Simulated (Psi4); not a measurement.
Two rigid molecules brought together: H6Si2 ··· H4N+ (SMILES [SiH3][SiH3] and [NH4+]) (charge +1). Monomers: optimised at B3LYP-D3(BJ) (def2-TZVP), held rigid. Orientation: a random orientation, not optimised. Only R, the distance of the centres of mass, is varied, so the lowest point isn't the relaxed dimer.

Geometry at R = 4.70 Å (first 8 atoms: monomer A):
```
13

Si     1.1709     0.0122    -0.0538
Si    -1.1709    -0.0123     0.0538
H      1.7219    -1.2748     0.4358
H      1.6195     0.2184    -1.4525
H      1.7129     1.1093     0.7843
H     -1.7219     1.2748    -0.4358
H     -1.7130    -1.1094    -0.7843
H     -1.6194    -0.2183     1.4525
N      1.1943     3.6911     2.6532
H      2.0292     4.1111     3.0744
H      1.3496     2.6873     2.5148
H      0.3913     3.8300     3.2749
H      1.0073     4.1358     1.7488
```

Level of theory: Psi4 with SAPT0/jun-cc-pVDZ, frozen core.

Components in kJ/mol:

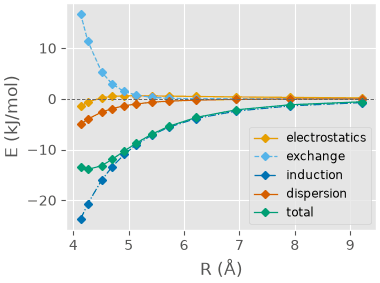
Figure: Components of the interaction energy.

```json
[
 {"R / Å": "4.13", "electrostatics": "-1.49", "exchange": "16.82", "induction": "-23.78", "dispersion": "-5.03", "total": "-13.49"},
 {"R / Å": "4.26", "electrostatics": "-0.65", "exchange": "11.41", "induction": "-20.69", "dispersion": "-4.00", "total": "-13.94"},
 {"R / Å": "4.51", "electrostatics": "0.20", "exchange": "5.31", "induction": "-16.08", "dispersion": "-2.62", "total": "-13.19"},
 {"R / Å": "4.70", "electrostatics": "0.47", "exchange": "2.93", "induction": "-13.40", "dispersion": "-1.93", "total": "-11.94"},
 {"R / Å": "4.92", "electrostatics": "0.59", "exchange": "1.45", "induction": "-10.95", "dispersion": "-1.38", "total": "-10.30"},
 {"R / Å": "5.13", "electrostatics": "0.60", "exchange": "0.73", "induction": "-9.10", "dispersion": "-1.01", "total": "-8.78"},
 {"R / Å": "5.42", "electrostatics": "0.58", "exchange": "0.28", "induction": "-7.13", "dispersion": "-0.68", "total": "-6.96"},
 {"R / Å": "5.73", "electrostatics": "0.53", "exchange": "0.10", "induction": "-5.57", "dispersion": "-0.46", "total": "-5.40"},
 {"R / Å": "6.22", "electrostatics": "0.46", "exchange": "0.02", "induction": "-3.89", "dispersion": "-0.26", "total": "-3.67"},
 {"R / Å": "6.93", "electrostatics": "0.37", "exchange": "0.00", "induction": "-2.44", "dispersion": "-0.13", "total": "-2.19"},
 {"R / Å": "7.92", "electrostatics": "0.27", "exchange": "0.00", "induction": "-1.39", "dispersion": "-0.05", "total": "-1.17"},
 {"R / Å": "9.22", "electrostatics": "0.18", "exchange": "0.00", "induction": "-0.74", "dispersion": "-0.02", "total": "-0.58"}
]
```
